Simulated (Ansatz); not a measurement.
**Ligand exchange: how K changes with temperature for SiH2F2 + SiH4 ⇌ SiH2(SiH3)F + HF**

Species: SiH2F2 `F[SiH2]F`, singlet; SiH4 (silane) `[SiH4]`, singlet; SiH2(SiH3)F, singlet; HF (hydrogen fluoride), singlet. The partners trade F for SiH3: Si–F and H–SiH3 bonds give way to Si–SiH3 and H–F.

The electronic reaction energy at CCSD(T)/CBS estimate is +159.1 kJ/mol. Shapes: PBE0-D4/def2-TZVP. Programs: Ansatz 0.2.0. Enthalpy and entropy come from rigid-rotor, harmonic-oscillator sums on unscaled PBE0-D4/def2-TZVP wavenumbers, ideal gases at 1 bar. Symmetry numbers: SiH2F2 2, SiH4 12, SiH2(SiH3)F 1, HF 1. R = 8.3145 J/(mol K).

| T (K) | ΔH (kJ/mol) | ΔS (J/(mol K)) |
| --- | --- | --- |
| 700 | +167.3 | +30.2 |
| 1000 | +169.3 | +32.6 |
| 1300 | ? | ? |

Work out ln K at 700 and 1000 K, and from these estimate it at 1300 K.


1. 700 K: ΔG = +167.3 − 700 × (+30.2)/1000 = +146.2 kJ/mol; ln K = −ΔG/RT = -25.12.
2. 1000 K: ΔG = +169.3 − 1000 × (+32.6)/1000 = +136.7 kJ/mol; ln K = −ΔG/RT = -16.44.
3. Slope against 1000/T: (-16.44 − (-25.12))/(1.0000 − 1.4286) = -20.25, that is −ΔH/R with ΔH near +168 kJ/mol.
4. 1300 K: ln K = -25.12 + (-20.25) × (0.7692 − 1.4286) = -11.77.

The full sums give ΔH = +170.5 kJ/mol, ΔS = +33.6 J/(mol K), ΔG = +126.8 kJ/mol and ln K = -11.73 at 1300 K, so the line is off by -0.04 in ln K; without rounding the miss is -0.04, from the change of ΔH with temperature. The reactants are favoured over this whole range. An error of 10 kJ/mol in the energy moves ln K by 0.9 at 1300 K. Soft modes are treated as harmonic, which can err either way at these temperatures; the lowest are those of SiH2(SiH3)F (100 cm⁻¹). The CBS estimate extrapolates MP2 from def2-TZVPP and def2-QZVPP and adds CCSD(T) − MP2 in the triple-zeta set, cores frozen.

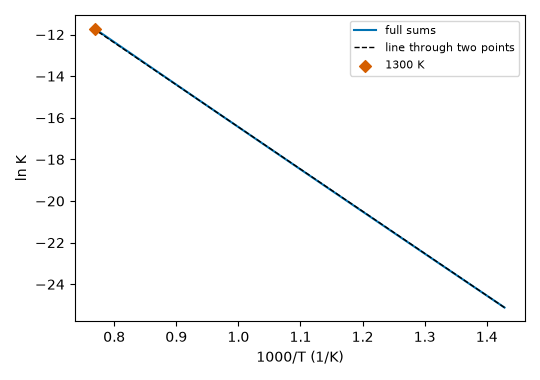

The van 't Hoff plot.
